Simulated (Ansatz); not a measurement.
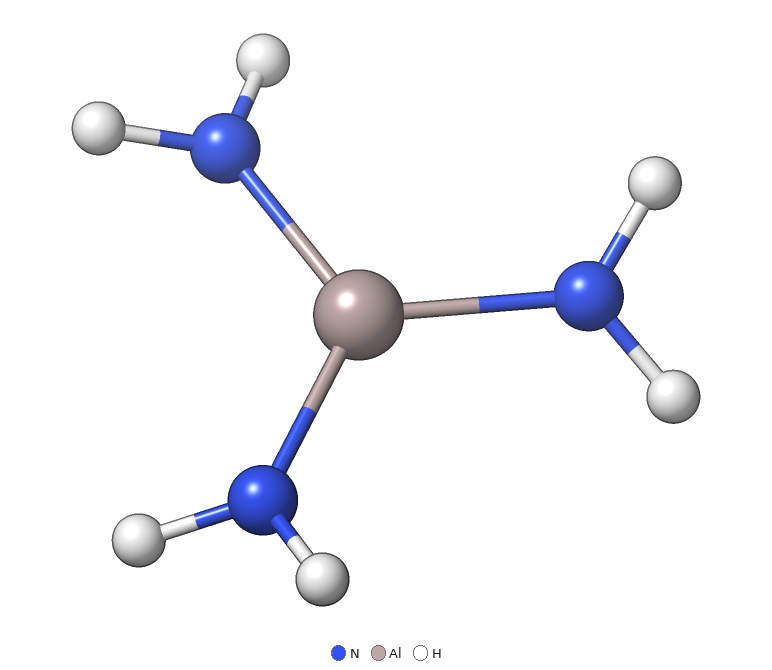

Computed geometry: PBE-D4/def2-SVP optimisation. No frequency run is at hand to confirm it as a minimum.

Give the structural formula.

SMILES: [NH2][Al]([NH2])[NH2]

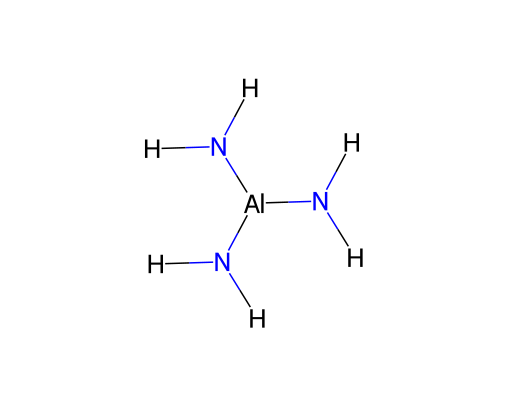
